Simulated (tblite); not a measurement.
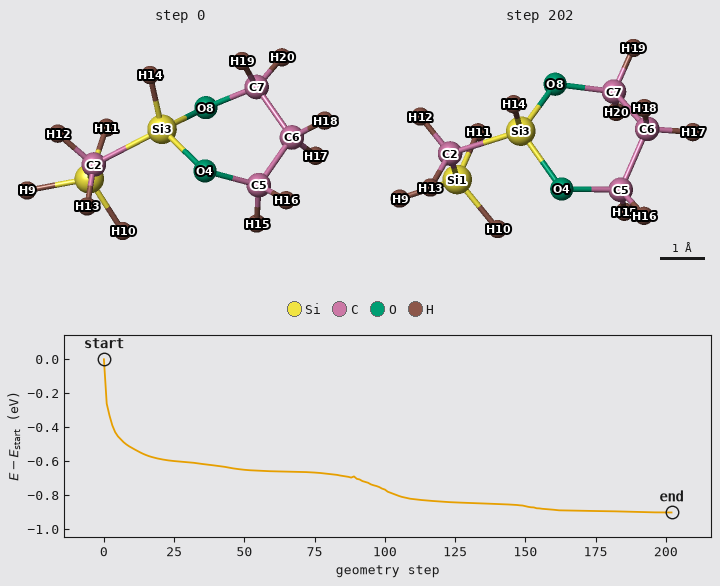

First and last geometry of a relaxation of C4H12O2Si2, with the history of the run. Style: ball-and-stick. Shown at a tilt.

The calculation used tblite 0.8.0, GFN2-xTB geometry optimisation, gas phase. 

### Read the history and describe the run.

It converged. The atom that moves furthest after the best rigid fit is H20 (1.50 Å). By element the largest moves are H 1.50 Å, O 0.92 Å, Si 0.35 Å, C 0.34 Å. Some distances before and after: Si3–O8 1.721 → 1.634 Å, Si3–O4 1.711 → 1.633 Å, C2–Si3 1.833 → 1.885 Å, C5–C6 1.479 → 1.523 Å. Bond angles that change, for instance: Si3–O8–C7 103.3° → 121.7°, Si3–O4–C5 114.0° → 122.3°, C2–Si3–O4 114.4° → 108.6°. Groups turn about C6–C7 by about 105°, C7–O8 by about 100°, C2–Si3 by about 45°. The energy falls by 0.901 eV in 202 geometry steps.
